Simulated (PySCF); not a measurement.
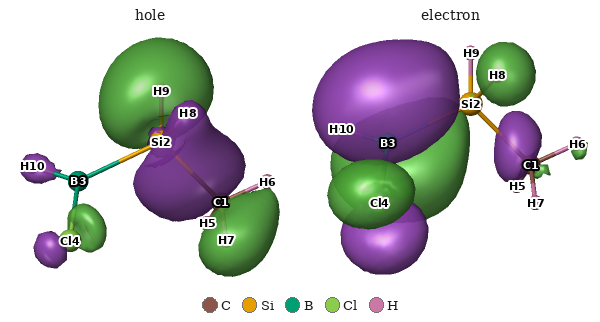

CH₆BClSi, SMILES `C[SiH2]BCl`. Leading natural transition orbital pair of S₂ (full linear response singlet states); the surfaces enclose about 85 % of each orbital's density.

Level of theory: PBE0/aug-cc-pVDZ (PySCF), at a geometry from GFN2-xTB. No frequency check shows the geometry to be a minimum. GFN2-xTB bond lengths at metals and heavier atoms can be off by up to 0.1 Å and shapes distorted, which carries into these values.

Characterise the state.

Answer. 5.65 eV (219 nm), f = 0.023, charge transfer, whose energy this functional puts too low; the leading pair carries 100 %; hole on Si2 (32 %), H9 (28 %) and C1 (23 %), electron on B3 (49 %), Cl4 (18 %) and Si2 (16 %); their centroids lie 2.1 Å apart. In canonical orbitals it is mainly HOMO−1 → LUMO (78 %). The HOMO–LUMO gap is 5.60 eV.
